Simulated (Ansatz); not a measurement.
# AlH2SF (SMILES [F][AlH][SH]): BHLYP/STO-3G

Aim: the vertical singlet–triplet gap of AlH2SF at BHLYP/STO-3G, from 2 runs. 

Program for the calculation: Ansatz 0.2.0.

65 further runs of the same task are left out: 1 that didn't finish, 64 set aside as unsound or not needed.

## (1) The structure to begin with

The species is AlH2SF (5 atoms), meant as a singlet with charge 0. As SMILES, `[F][AlH][SH]`. Geometry: relaxed at PBE0-D4/def2-TZVP. This is one conformer, not always the lowest.

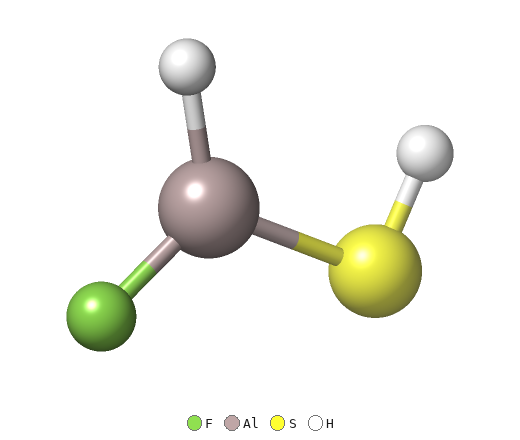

Viewed from a chosen angle; fluorine green, aluminium light grey, sulfur yellow, hydrogen white.

## (2) A single-point energy at BHLYP/STO-3G

File in.yaml:

```yaml
basis:
  gaussian:
    orbitals: STO-3G
crystal:
  periodic: [false, false, false]
  atoms:
    - symbol: F
      position_ang: [-1.203500, -1.535800, 0.877500]
    - symbol: Al
      position_ang: [-0.513900, -0.309100, 0.024800]
    - symbol: S
      position_ang: [1.536100, 0.182600, 0.533500]
    - symbol: H
      position_ang: [-1.341100, 0.430400, -1.085200]
    - symbol: H
      position_ang: [1.572300, 1.158200, -0.392100]
hamiltonian:
  xc: {name: BHLYP}
accuracy: high
```

Run with:

```bash
$ ansatz run in.yaml --threads 1 --pin off --max-ram 2610MiB --events-out events.jsonl --progress --plain --runs-dir runs
```

The program printed:

```text
Warning: RAYON_NUM_THREADS=1 ignored (pool sized by the plan → 1); use --threads N
Functional definition: BHLYP
  name "BHLYP"
  parameter a = 0.5
  exchange = (1 - a)*b88_x + a*exact_x
  correlation = lyp_c
454 factors; integrals over basis functions are off by at most 2.9e-8 eV
mean field evaluation 1: about -19941.4590 eV, gradient 2.4e1 eV
mean field evaluation 2: about -19942.4245 eV, gradient 2.1e1 eV
mean field evaluation 4: about -19943.9199 eV, gradient 3.8e-1 eV
mean field evaluation 8: about -19943.9176 eV, gradient 4.7e-3 eV
mean field evaluation 16: about -19943.9176 eV, gradient 1.3e-8 eV
mean field -19943.91763656 eV, -732.9254546707 hartree, gradient 1.2e-8 eV, S^2 0.000000; 0 other end points of the search recorded, 0 dependent functions left out
reference -19943.91765451 eV, -732.9254553302 hartree; 20, 20 occupied and 5, 5 virtual orbitals, 454 factors
Total energy: -19943.91765451 eV, -732.9254553302 hartree
```

Run time: 0.46 s. Hardware: 1 thread of AMD EPYC 9R45 (Zen 5), shared host.

## (3) The triplet, same level

File in.yaml:

```yaml
crystal:
  periodic: [false, false, false]
  atoms:
    - {symbol: F, position_ang: [-1.203500, -1.535800, 0.877500]}
    - {symbol: Al, position_ang: [-0.513900, -0.309100, 0.024800]}
    - {symbol: S, position_ang: [1.536100, 0.182600, 0.533500]}
    - {symbol: H, position_ang: [-1.341100, 0.430400, -1.085200]}
    - {symbol: H, position_ang: [1.572300, 1.158200, -0.392100]}
basis:
  gaussian:
    orbitals: STO-3G
accuracy: high
magnetization:
  spin_polarized: true
  initial_magnetization: 2
hamiltonian:
  xc: {name: BHLYP}
```

Run with:

```bash
$ ansatz run in.yaml --threads 1 --pin off --max-ram 2610MiB --events-out events.jsonl --progress --plain --runs-dir runs
```

The program printed:

```text
Warning: RAYON_NUM_THREADS=1 ignored (pool sized by the plan → 1); use --threads N
[... 5 set-up lines as earlier in the session ...]
454 factors; integrals over basis functions are off by at most 2.9e-8 eV
mean field evaluation 1: about -19933.1607 eV, gradient 1.5e1 eV
mean field evaluation 2: about -19920.4564 eV, gradient 4.5e1 eV
mean field evaluation 4: about -19935.9079 eV, gradient 2.0e0 eV
mean field evaluation 8: about -19936.0017 eV, gradient 8.4e-2 eV
mean field evaluation 16: about -19936.0032 eV, gradient 8.3e-4 eV
mean field evaluation 32: about -19936.2840 eV, gradient 1.3e-2 eV
mean field -19936.28398224 eV, -732.6449230488 hartree, gradient 2.9e-8 eV, S^2 2.008209; 6 other end points of the search recorded, 0 dependent functions left out
reference -19936.28400049 eV, -732.6449237193 hartree; 21, 19 occupied and 4, 6 virtual orbitals, 454 factors
Total energy: -19936.28400049 eV, -732.6449237193 hartree
```

Wall time 1.8 s (1 thread of AMD EPYC 9R45 (Zen 5), shared host); peak memory 0.17 GiB.

## (4) What came out

At BHLYP/STO-3G:

| quantity | value |
| --- | --- |
| singlet: total energy | -732.92546 Eh |
| triplet: total energy | -732.64492 Eh |
| triplet: ⟨S²⟩ | 2.008 |
| vertical energy of the triplet above the singlet | 7.634 eV |

What this shows: At this shape the triplet lies 7.63 eV (176 kcal/mol) above the singlet. In a minimal basis such a difference can be off by several eV, whatever the method.
